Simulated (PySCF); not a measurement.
C$_{4}$H$_{12}$Ge, SMILES `C[Ge](C)(C)C`.

Method: BP86/def2-SVP; geometry: GFN2-xTB; program: PySCF. No frequency check shows the geometry to be a minimum. GFN2-xTB bond lengths at metals and heavier atoms can be off by up to 0.1 Å and shapes distorted, which carries into these values.

Coordinates in Å:

```
C1       0.9821    1.0868   -1.3421
Ge2     -0.0003   -0.0001    0.0005
C3      -1.0314   -1.4254   -0.9241
C4       1.2974   -0.8297    1.2562
C5      -1.2498    1.1681    1.0123
H6       0.2949    1.5317   -2.0563
H7       1.6874    0.4721   -1.8949
H8       1.5345    1.8875   -0.8627
H9      -0.3718   -2.0637   -1.5054
H10     -1.7630   -0.9944   -1.6022
H11     -1.5583   -2.0478   -0.2092
H12      2.0005   -1.4623    0.7232
H13      1.8876   -0.0672    1.7597
H14      0.7853   -1.4402    1.9937
H15     -1.8159    0.5934    1.7370
H16     -1.9539    1.6526    0.3417
H17     -0.7067    1.9442    1.5448
```

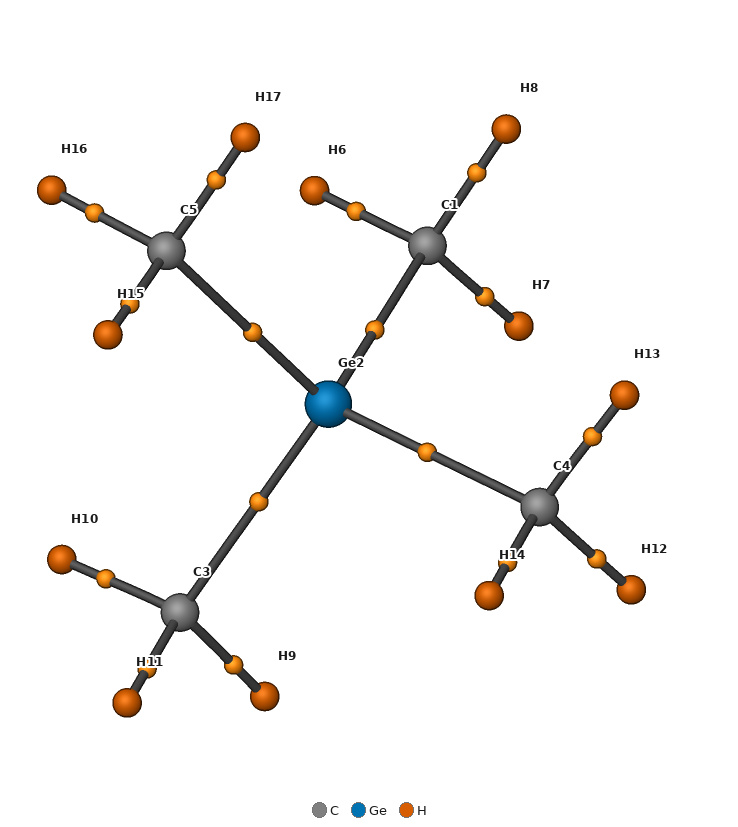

Molecular graph of the electron density (QTAIM): bond paths, bond critical points (orange), ring points (yellow, if any); weak paths are dashed.

How many critical points of each kind are there, and does the count close?

17 nuclei, 16 bond, 0 ring and 0 cage critical points: 17 − 16 + 0 − 0 = 1, as the Poincaré–Hopf relation requires.

Give the properties at the bond critical points.

```csv
bond,length (Å),ρ (a.u.),∇²ρ (a.u.),ε,H (a.u.)
C5–H15 (3 alike),1.084,0.271,−0.96,0.02,−0.290
C4–H12 (9 alike),1.086,0.271,−0.96,0.02,−0.288
Ge2–C4 (4 alike),1.987,0.121,+0.04,0.00,−0.070
```

What kind of interaction is C5–H15?

Shared-shell (covalent): ρ = 0.271, ∇²ρ = −0.96, H = −0.290 a.u.
